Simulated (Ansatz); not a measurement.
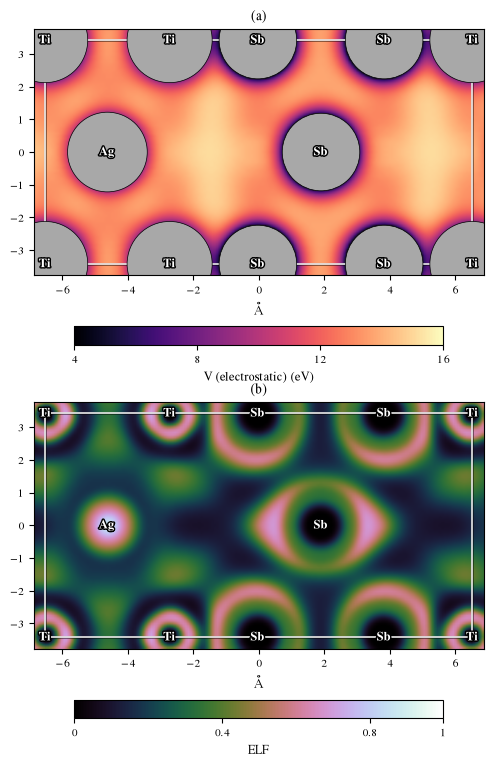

Figure 1: Ti2AgSb3. (a) electrostatic potential energy of an electron; (b) electron localisation function on the (101) plane of the conventional cell. Grey discs cover the atomic cores in the potential map.

Space group Cmmm; a structure from a database of computed crystals, not necessarily the ambient phase; started from the Li2CeO3-65 prototype, which need not be the ambient phase; computed without spin polarisation.

Method: DFT, PBEsol, plane waves, PAW in Ansatz 0.2.0.

In a PAW calculation such maps are meaningful between the atoms, not at the nuclei.

```cif
data_structure
_symmetry_space_group_name_H-M 'P 1'
_symmetry_Int_Tables_number 1
_cell_length_a 5.5149
_cell_length_b 13.0581
_cell_length_c 4.0524
_cell_angle_alpha 90.000
_cell_angle_beta 90.000
_cell_angle_gamma 90.000
_cell_volume 291.83
loop_
_atom_site_label
_atom_site_type_symbol
_atom_site_fract_x
_atom_site_fract_y
_atom_site_fract_z
_atom_site_occupancy
Ti1 Ti 0.00000 0.35434 0.50000 1
Ti2 Ti 0.50000 0.85434 0.50000 1
Ti3 Ti 0.00000 0.64566 0.50000 1
Ti4 Ti 0.50000 0.14566 0.50000 1
Ag1 Ag 0.00000 0.00000 0.00000 1
Ag2 Ag 0.50000 0.50000 0.00000 1
Sb1 Sb 0.00000 0.85223 0.50000 1
Sb2 Sb 0.50000 0.35223 0.50000 1
Sb3 Sb 0.00000 0.14777 0.50000 1
Sb4 Sb 0.50000 0.64777 0.50000 1
Sb5 Sb 0.00000 0.50000 0.00000 1
Sb6 Sb 0.50000 0.00000 0.00000 1
```

**Interpret the plot.**

- The section cuts through Ti, Ag and Sb sites.
- Ti–Sb (2.70 Å): the ELF reaches about 0.60 near the midpoint.
- The features right at Ti and Ag lie inside the PAW spheres, where the map follows smoothed inner orbitals and isn't to be read closely.
- Outside the cores the potential energy rises away from the atoms and is highest about 2.4 Å from the nearest atoms; its zero is arbitrary.
